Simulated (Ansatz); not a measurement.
# Twisted Zr2CO2 MXene bilayer, 21.79° (70 atoms): geometry optimisation, part 2 of 2

Wanted: the relaxed structure of twisted Zr2CO2 MXene bilayer, 21.79° (70 atoms) and its electronic structure.

Ansatz 0.2.0; Kohn-Sham DFT, PBE+D4, PAW (set soft_2), plane waves.

The cell: 14 C, 28 Zr and 28 O. Sampling is at Γ alone, for a cell whose shortest periodic width is 8 Å.

So far. Step 3 (Relaxation): The relaxation changed the energy by -4.45 meV/atom, and atoms moved by 0.027 Å r.m.s., 0.047 Å at most.

### Step 4. Distances and neighbours after relaxation

Bonds before and after, by the cutoffs listed below:

| pair | bonds before | bonds after | mean before (Å) | mean after (Å) | spread before (Å) | spread after (Å) |
| --- | --- | --- | --- | --- | --- | --- |
| O-Zr | 84 | 84 | 2.124 | 2.122 | 0.015 | 0.003 |
| Zr-C | 84 | 84 | 2.351 | 2.365 | 0.014 | 0.002 |

Normalised to the volume that the atoms fill. g(r), total and by pair (bins of 0.2 Å):

```
r (Å)  total   O-O  O-Zr   O-C  Zr-Zr   Zr-C    C-C
 2.10   2.83  0.00  8.85  0.00   0.00   0.00   0.00
 2.30   2.27  0.00  0.00  0.00   0.00  14.20   0.00
 2.50   0.00  0.00  0.00  0.00   0.00   0.00   0.00
 2.70   0.00  0.00  0.00  0.00   0.00   0.00   0.00
 2.90   0.24  0.11  0.00  1.40   0.00   0.00   0.00
 3.10   1.28  0.58  0.00  7.40   0.00   0.00   0.00
 3.30   3.46  7.29  0.00  0.00  10.75   0.00  14.50
 3.50   0.07  0.45  0.00  0.00   0.00   0.00   0.00
 3.70   0.33  0.13  0.97  0.00   0.00   0.00   0.00
 3.90   0.93  0.26  2.79  0.00   0.00   0.00   0.00
 4.10   0.82  0.00  0.17  0.00   0.00   4.82   0.00
 4.30   0.20  0.60  0.31  0.00   0.00   0.00   0.00
 4.50   0.68  0.00  0.14  4.00   0.00   0.00   0.00
 4.70   0.42  0.26  0.26  0.00   1.83   0.00   0.00
 4.90   1.19  0.23  3.47  0.00   0.24   0.00   0.00
 5.10   1.23  1.36  3.05  0.00   0.21   0.00   0.00
 5.30   1.23  0.61  0.30  0.41   0.20   5.85   0.00
 5.50   0.94  0.00  0.19  5.55   0.00   0.00   0.00
 5.70   1.47  2.62  0.00  0.17   5.20   0.00   4.88
 5.90   0.13  0.16  0.17  0.33   0.00   0.00   0.00
 6.10   0.35  1.24  0.15  0.31   0.16   0.15   0.00
 6.30   0.14  0.00  0.21  0.14   0.00   0.29   0.00
 6.50   0.27  0.28  0.16  0.54   0.41   0.14   0.00
 6.70   0.87  1.82  0.19  0.12   1.82   0.39   3.65
 6.90   1.52  1.82  3.61  0.12   0.12   0.24   0.00
 7.10   0.67  0.11  0.23  0.23   0.00   3.36   0.00
 7.30   0.84  0.22  0.42  3.56   0.22   0.43   0.00
 7.50   0.88  0.30  1.60  0.00   1.76   0.20   0.07
```

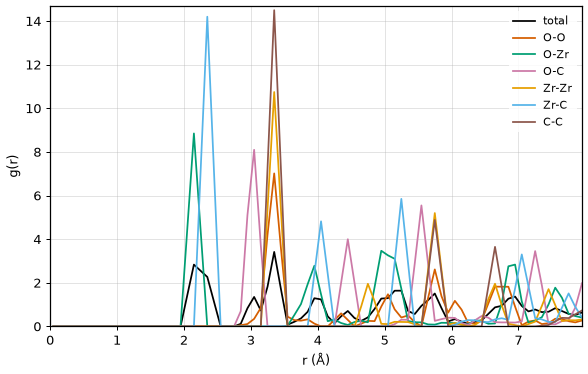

Pair distribution functions, lightly smoothed.

Bonds by pair of elements; cutoffs follow the first minimum of g(r), held within bounds set by covalent radii, and pairs that aren't listed don't count as bonded:

| pair A-B | cutoff (Å) | bonds | mean length (Å) | spread (Å) | shortest (Å) | B about A | A about B |
| --- | --- | --- | --- | --- | --- | --- | --- |
| O-Zr | 2.82 | 84 | 2.12 | 0.003 | 2.12 | 3 | 3 |
| Zr-C | 2.81 | 84 | 2.37 | 0.002 | 2.36 | 3 | 6 |

How many atoms have how many bonded neighbours:

```
element  mean   3   6
      C     6   0  14
      O     3  28   0
     Zr     6   0  28
```

Bond angles, per cent of each kind in bins of 5°:

| angle (°) | C-Zr-O | Zr-C-Zr | Zr-O-Zr | O-Zr-O | C-Zr-C |
| --- | --- | --- | --- | --- | --- |
| 80–85 | 66.7 | 0.0 | 0.0 | 0.0 | 0.0 |
| 85–90 | 0.0 | 40.0 | 0.0 | 0.0 | 100.0 |
| 90–95 | 0.0 | 40.0 | 0.0 | 0.0 | 0.0 |
| 95–100 | 0.0 | 0.0 | 0.0 | 0.0 | 0.0 |
| 100–105 | 0.0 | 0.0 | 100.0 | 100.0 | 0.0 |
| 105–110 | 0.0 | 0.0 | 0.0 | 0.0 | 0.0 |
| 110–115 | 0.0 | 0.0 | 0.0 | 0.0 | 0.0 |
| 115–120 | 0.0 | 0.0 | 0.0 | 0.0 | 0.0 |
| 120–125 | 0.0 | 0.0 | 0.0 | 0.0 | 0.0 |
| 125–130 | 0.0 | 0.0 | 0.0 | 0.0 | 0.0 |
| 130–135 | 0.0 | 0.0 | 0.0 | 0.0 | 0.0 |
| 135–140 | 0.0 | 0.0 | 0.0 | 0.0 | 0.0 |
| 140–145 | 0.0 | 0.0 | 0.0 | 0.0 | 0.0 |
| 145–150 | 0.0 | 0.0 | 0.0 | 0.0 | 0.0 |
| 150–155 | 0.0 | 0.0 | 0.0 | 0.0 | 0.0 |
| 155–160 | 0.0 | 0.0 | 0.0 | 0.0 | 0.0 |
| 160–165 | 0.0 | 0.0 | 0.0 | 0.0 | 0.0 |
| 165–170 | 32.9 | 0.0 | 0.0 | 0.0 | 0.0 |
| 170–175 | 0.4 | 0.0 | 0.0 | 0.0 | 0.0 |
| 175–180 | 0.0 | 20.0 | 0.0 | 0.0 | 0.0 |

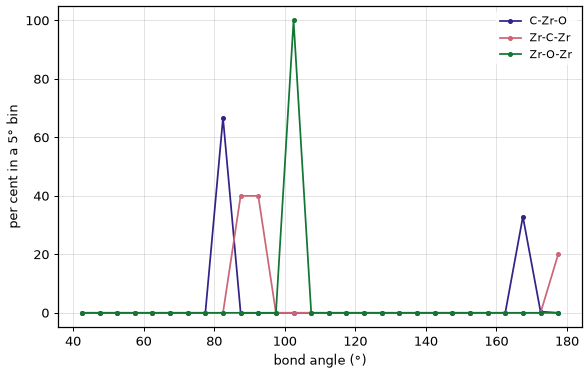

Distributions of the most common bond angles.

Bond angles (no mean is given where the spread exceeds 20°):

| angle | count | mean (°) | spread (°) |
| --- | --- | --- | --- |
| C-Zr-O | 252 | - | - |
| Zr-C-Zr | 210 | - | - |
| Zr-O-Zr | 84 | 102 | 0.2 |
| O-Zr-O | 84 | 102 | 0.1 |
| C-Zr-C | 84 | 88.8 | 0.1 |

With the cutoffs above, all C atoms have 6, all O atoms have 3 and all Zr atoms have 6 bonded neighbours.

### Step 5. Single point at the relaxed geometry

The electronic structure is read at the final geometry, in a run of its own.

Input file input.yaml:

```yaml
crystal:
  lattice:
    - [8.7574, 0.0, 0.0]
    - [-4.3787, 7.58413, 0.0]
    - [0.0, 0.0, 28.11]
  atoms:
    - { symbol: C, position: [0.9997, 0.99977, 0.3666] }
    - { symbol: Zr, position: [0.19042, 0.23773, 0.41624] }
    - { symbol: Zr, position: [0.23773, 0.04739, 0.31701] }
    - { symbol: O, position: [0.23785, 0.04636, 0.44897] }
    [... 60 atom lines left out ...]
    - { symbol: O, position: [0.95321, 0.76149, 0.55096] }
    - { symbol: C, position: [0.857, 0.28519, 0.63346] }
    - { symbol: Zr, position: [0.09504, 0.47574, 0.683] }
    - { symbol: Zr, position: [0.04701, 0.23757, 0.58368] }
    - { symbol: O, position: [0.04742, 0.2377, 0.71585] }
    - { symbol: O, position: [0.09505, 0.47545, 0.55108] }
kpoints:
  mp_grid: { grid: [1, 1, 1] }
hamiltonian:
  xc: pbe
  dispersion: d4
scf:
  occupations: { method: fixed }
output:
  forces: true
  populations: true
  dos:
    method: { smearing: { sigma: 0.08 } }
    de: 0.1
    projected:
      site_lists:
        C: [C]
        O: [O]
        Zr: [Zr]
        layer_1: [0, 1, 2, 3, 4, 5, 6, 7, 8, 9, 10, 11, 12, 13, 14, 15, 16, 17, 18, 19, 20, 21, 22, 23, 24, 25, 26, 27, 28, 29, 30, 31, 32, 33, 34]
        layer_2: [35, 36, 37, 38, 39, 40, 41, 42, 43, 44, 45, 46, 47, 48, 49, 50, 51, 52, 53, 54, 55, 56, 57, 58, 59, 60, 61, 62, 63, 64, 65, 66, 67, 68, 69]
  eigenvalues: true
  write_density: true
  write_potential: true
  volumetric_format: npy
  elf: true
```

Run with:

```sh
ansatz run input.yaml --threads 4 --pin off --max-ram 8192MiB --backend cpu --events-out ev --progress --plain --runs-dir out
```

Numbers of over 12 decimals in the logs are rounded to 6 here.

What it wrote:

```text
[...]
Crystal: 70 atoms, lattice volume = 1866.989 Å³
Basis set: ecut = 420 eV, 36555 PW (Γ), exchange–correlation on 120×120×384 points (8 copies of the dense FFT grid, shifted against one another)
Bands: 350, of which v1, the nominal top of the filled ones, is band 280 counted from 1 (279 counted from 0)
Symmetry: 1 space group operations
[...]
k-points: 1
[...]
SCF iter   1: F=—  HF=-136647.002889 eV  |F-HF|=—  |Δ(HF+E_count)|=         —  Δρ=4.51e-3  dr2=5.82e-1  ethr=1.77e-3  ⟨swp⟩=4.0  Hψ=1210  notcnv=0  defer=54
[...]
SCF iter  10: F=-136646.928212 eV  HF=-136646.928212 eV  |F-HF|=1.59e-8  |Δ(HF+E_count)|=   6.49e-9  Δρ=1.28e-6  dr2=3.26e-8  ethr=1.79e-11  ⟨swp⟩=10.0  Hψ=2318  notcnv=0
SCF 1 converged in 10 iterations: F = -136646.928212 eV  dr2 = 3.26e-8
[...]
SCF converged after 10 iterations
Free energy (F): -136646.928212 eV
[...]
Internal energy: -136646.928212 eV  (E = F + TS)
E sigma→0 (E₀):  -136646.928212 eV
Fermi energy:    3.177863 eV
[...]
--- Forces (eV/Å), atoms counted from 1 ---
  atom   1  C     -0.00035632    -0.00045620    -0.00008655
  atom   2  Zr     0.00045587     0.00023628     0.00166718
  atom   3  Zr     0.00106837    -0.00032855    -0.00223832
  atom   4  O     -0.00084804    -0.00059262    -0.00086243
  atom   5  O     -0.00008757    -0.00171904     0.00088755
  atom   6  C     -0.00074050    -0.00031651    -0.00058994
  atom   7  Zr    -0.00023814    -0.00012661     0.00283479
  atom   8  Zr     0.00036905    -0.00017990     0.00075425
  atom   9  O     -0.00041099    -0.00029823    -0.00074369
  atom  10  O     -0.00077904     0.00050902    -0.00240415
  atom  11  C     -0.00001215    -0.00019338    -0.00188888
  atom  12  Zr    -0.00164644    -0.00098591    -0.00062636
  atom  13  Zr    -0.00030881     0.00037405     0.00085580
  atom  14  O     -0.00004668    -0.00004296    -0.00079468
[...]
atom  69  O      0.00010301    -0.00117764     0.00097105
  atom  70  O     -0.00008802    -0.00037155     0.00128226
  max |Σ_I F_I| component: 6.60e-5 eV/Å
--- Band table (eV) ---
[...]
--- Löwdin populations: 70 sites ---
  site symbol       q [e]
     0      C      4.9016
     1     Zr     10.8359
     2     Zr     10.8288
[...]
69      O      6.6344
  spilling = 0.004022 (of n_electrons = 560.000000)
```

Run time: 15 s. Hardware: 4 threads of Intel Xeon 6975P-C (Granite Rapids), shared host; peak memory 2.2 GiB; 55 s of CPU time.

Read from the output:

- free energy: -136646.9282 eV
- free energy per atom: -1952.0990 eV/atom
- SCF cycles: 10
- r.m.s. force component: 0.00109 eV/Å
- longest force: 0.00391 eV/Å
- Fermi energy: 3.178 eV
- gap (highest filled to lowest empty level): 1.581 eV
- potential in mid-vacuum, over the Fermi level: 5.487 eV
- potential 4.5 Å over the upper face: 5.486 eV
- potential 4.5 Å under the lower face: 5.488 eV
- spilling of the projection: 0.004022

Löwdin charges by element (they lack the spilled electrons, 0.032 e an atom on average):

```
element  coordination  atoms  mean charge (e)  spread   least    most
      C           all     14           -0.900  7.0e-4  -0.902  -0.899
      O           all     28           -0.636  0.0022  -0.638  -0.631
     Zr           all     28             1.17  0.0051    1.16    1.17
```

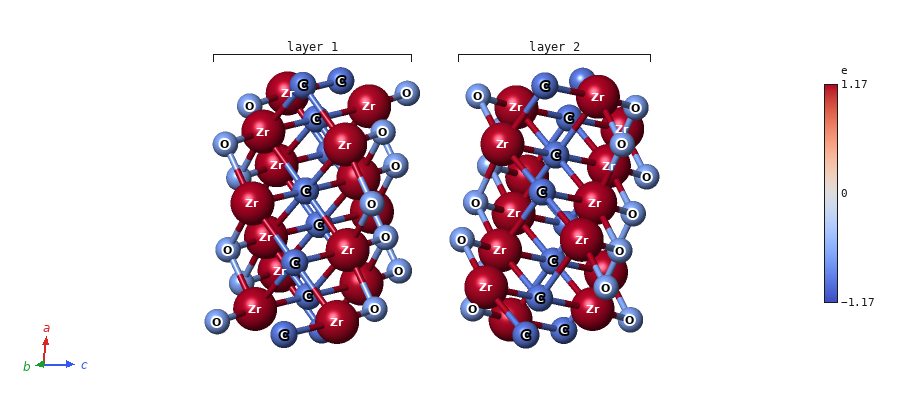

Atoms coloured by Löwdin charge. Some periodic images of atoms are drawn too.

By region:

| region | atoms | mean length of the force (eV/Å) |
| --- | --- | --- |
| layer 1 | 35 | 0.002 |
| layer 2 | 35 | 0.002 |

States in the cell by windows of 1 eV, zero at the Fermi level; the larger projections on atomic orbitals stand beside the total:

| from (eV) | to (eV) | total | layer 1 | layer 2 | Zr d | O p | C p | C s |
| --- | --- | --- | --- | --- | --- | --- | --- | --- |
| -14 | -10 | 0.0 | 0.0 | 0.0 | 0.0 | 0.0 | 0.0 | 0.0 |
| -10 | -9 | 28.0 | 14.0 | 14.0 | 5.9 | 0.4 | 0.1 | 16.7 |
| -9 | -6 | 0.0 | 0.0 | 0.0 | 0.0 | 0.0 | 0.0 | 0.0 |
| -6 | -5 | 14.4 | 7.2 | 7.2 | 3.8 | 8.2 | 1.2 | 0.1 |
| -5 | -4 | 101.5 | 50.6 | 50.6 | 24.5 | 65.8 | 5.8 | 0.7 |
| -4 | -3 | 52.0 | 25.8 | 25.8 | 8.1 | 38.4 | 2.5 | 0.8 |
| -3 | -2 | 24.0 | 11.9 | 11.9 | 6.8 | 8.0 | 8.1 | 0.0 |
| -2 | -1 | 51.2 | 25.2 | 25.2 | 12.6 | 11.4 | 24.4 | 0.1 |
| -1 | 0 | 7.0 | 3.5 | 3.5 | 0.8 | 1.8 | 4.2 | 0.0 |
| 0 | 1 | 1.8 | 0.9 | 0.9 | 0.2 | 0.4 | 1.1 | 0.0 |
| 1 | 2 | 32.0 | 15.7 | 15.7 | 24.9 | 4.4 | 2.0 | 0.0 |
| 2 | 3 | 6.1 | 2.8 | 2.8 | 4.4 | 1.0 | 0.2 | 0.0 |
| 3 | 4 | 76.8 | 37.9 | 37.9 | 61.3 | 6.1 | 6.4 | 0.1 |

The curve was stored every 0.10 eV, coarse against its broadening of 0.08 eV, so these counts are rough.

With fixed occupations the program's Fermi level is the highest filled level; weight inside the gap is the broadening of levels at its edges.

Between -26 and -14 eV lie 56 more states.

The stored curve holds about 336 of the 560 electrons; the rest, give or take the few that broadening carries across the Fermi level, lie in deeper levels below its range.

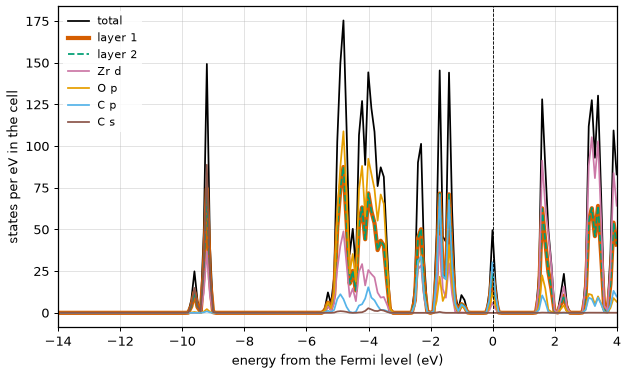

Total and projected density of states, with the broadening of the input.

The levels nearest the highest filled one (over half full), pooled over k-points and spins:

| level less the highest filled one (eV) | occupation |
| --- | --- |
| -1.25 | 2 |
| -0.971 | 2 |
| -8.0e-4 | 2 |
| -6.0e-4 | 2 |
| 0 | 2 |
| 0 | 2 |
| 1.58 | 0 |
| 1.60 | 0 |
| 1.60 | 0 |
| 1.61 | 0 |
| 1.61 | 0 |
| 1.61 | 0 |

Planar average of the electrostatic potential energy along the normal, with the Fermi level as zero, after a running mean with a triangular window 4 Å wide at its base:

```
height (Å)  potential energy (eV)
       0.0                   5.49
       1.2                   5.49
       2.2                   5.49
       3.4                   5.49
       4.5                   5.48
       5.6                   5.35
       6.7                   2.58
       7.8                  -4.54
       8.9                 -10.22
      10.1                  -9.02
      11.1                  -9.82
      12.3                  -8.20
      13.5                  -0.34
      14.5                   0.34
      15.7                  -7.37
      16.8                 -10.06
      17.9                  -8.98
      19.0                 -10.27
      20.2                  -5.61
      21.2                   1.81
      22.4                   5.26
      23.4                   5.48
      24.6                   5.49
      25.8                   5.49
      26.8                   5.49
      28.0                   5.49
```

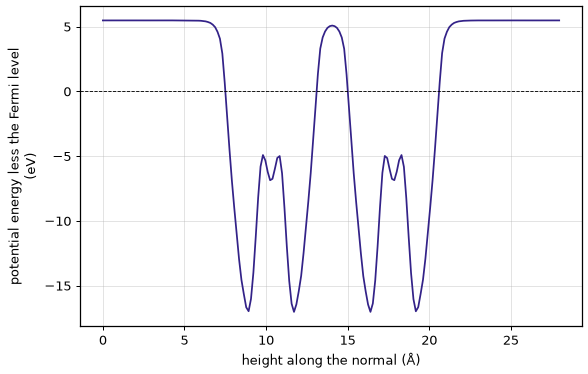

Planar average of the electrostatic potential energy; the dashed line is the Fermi level.

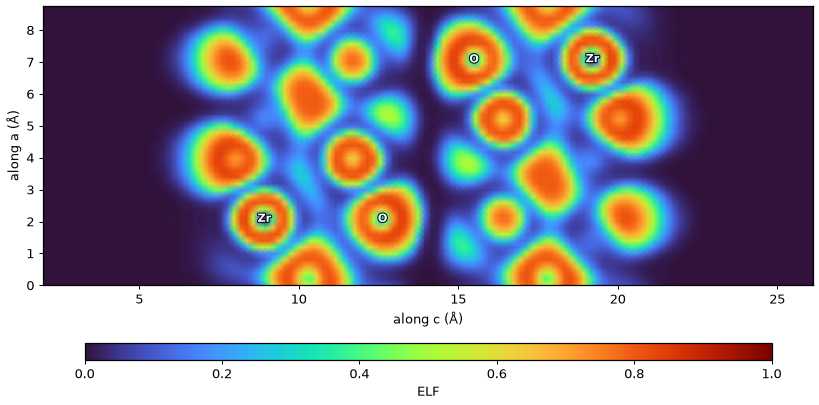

ELF in the ca plane at fractional y = 0.046, with atoms of Zr and O within 0.2 Å of it. It is the smooth field of the valence electrons, not physical close to the nuclei. The far vacuum is left out of the map.

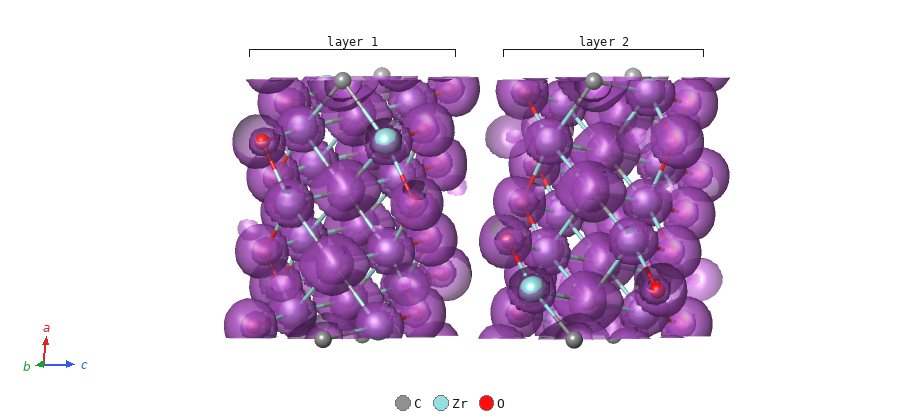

Surface of ELF = 0.76.

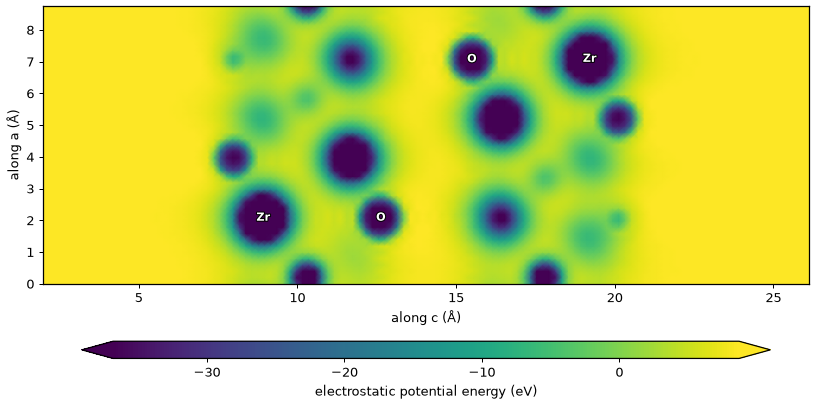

Electrostatic potential energy in the ca plane at fractional y = 0.046, with atoms of Zr and O within 0.2 Å of it. With pseudopotentials it is smooth inside the atoms' cores, unlike the true potential. The far vacuum is left out of the map.

Mean Löwdin charges: C -0.90, O -0.64, Zr +1.17 e (they miss 0.40 % of the electrons, so they add up to more than the cell's charge). The largest share in the top eV of filled states is C p (61 % of the projected weight), and in the lowest eV of empty states Zr d (79 % of the projected weight). The potential stands 5.49 eV above the highest filled level over the upper face and 5.49 eV under the lower one, a reading of the ionisation potential at this level on the run's k-points.

The surroundings of O50, picked at random, nearest first, numbered as they follow in the input and with coordinates relative to it.

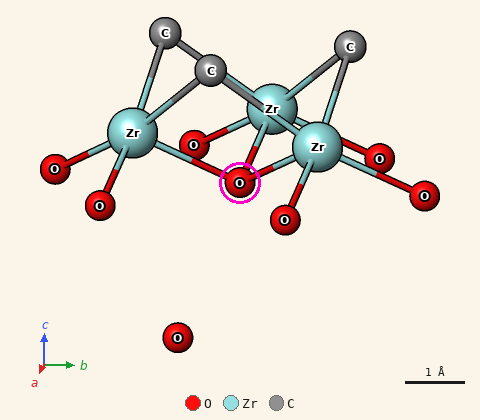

The atoms of the table, within 3.3 Å (arrows a, b, c point along x, y, z); some may hide others; the central atom is ringed.

| atom | x | y | z | distance (Å) | bonds | Löwdin charge (e) |
| --- | --- | --- | --- | --- | --- | --- |
| O50 | 0.00 | 0.00 | 0.00 | 0.00 | 3 | -0.63 |
| Zr53 | 1.25 | 1.44 | 0.92 | 2.12 | 6 | 1.16 |
| Zr48 | 0.62 | -1.81 | 0.93 | 2.12 | 6 | 1.16 |
| Zr38 | -1.88 | 0.36 | 0.93 | 2.12 | 6 | 1.16 |
| C51 | -0.63 | 1.80 | 2.31 | 3.00 | 6 | -0.90 |
| C61 | 1.88 | -0.36 | 2.32 | 3.00 | 6 | -0.90 |
| C46 | -1.25 | -1.45 | 2.31 | 3.00 | 6 | -0.90 |
| O9 | -0.63 | -1.09 | -2.87 | 3.14 | 3 | -0.63 |
| O55 | 0.62 | 3.24 | 0.00 | 3.30 | 3 | -0.64 |
| O45 | -0.63 | -3.25 | 0.00 | 3.31 | 3 | -0.64 |
| O60 | 2.50 | -2.17 | 0.01 | 3.31 | 3 | -0.63 |
| O40 | -2.51 | 2.16 | 0.00 | 3.31 | 3 | -0.63 |
| O70 | -3.13 | -1.09 | 0.00 | 3.31 | 3 | -0.63 |
| O65 | 3.14 | 1.08 | 0.00 | 3.32 | 3 | -0.64 |

The column of bonds counts only the pairs O-Zr within 2.82 Å, Zr-C within 2.81 Å; other neighbours, such as metal atoms beside each other in a compound, aren't counted, and periodic images can show an atom twice.

### Step 6. Results

```json
{"energy change in the relaxation": "-4.451 meV/atom", "r.m.s. displacement": "0.027 Å", "largest displacement": "0.047 Å", "free energy per atom": "-1952.0990 eV/atom", "r.m.s. force component": "0.00109 eV/Å", "gap (highest filled to lowest empty level)": "1.581 eV", "potential in mid-vacuum, over the Fermi level": "5.487 eV", "wall time of the 3 DFT runs": "56 s"}
```

What this shows: Relaxation lowers the energy by 4.45 meV/atom and moves atoms by 0.027 Å r.m.s.; the r.m.s. force component goes from 0.25 to 0.0011 eV/Å, and the gap from 1.52 to 1.58 eV. By the final cutoffs no bond was broken or made. From the first step to the last the energy fell by 0.312 eV, and the largest move was 0.047 Å (Zr28). The Zr-C bonds change most in mean length: from 2.351 Å (spread 0.014) to 2.365 Å (spread 0.002). With the cutoffs above, all C atoms have 6, all O atoms have 3 and all Zr atoms have 6 bonded neighbours. The highest filled and lowest empty levels differ by 1.58 eV at Γ alone; the mesh holds the band edges only if they fold onto it, so the gap at this level can be narrower or closed, while semilocal functionals tend to narrow gaps against experiment. The potential stands 5.49 eV above the highest filled level over the upper face and 5.49 eV under the lower one, a reading of the ionisation potential at this level on the run's k-points.

[Logs are printed without paths, hosts, clocks, repeated set-up lines and the standing remarks that a program may print on its own settings, such as how far it seeks lower states.]

[Hosts, paths, dates, database ids (printed as entryN), source tags and the programs' standing remarks are cut or masked in the printed files.]
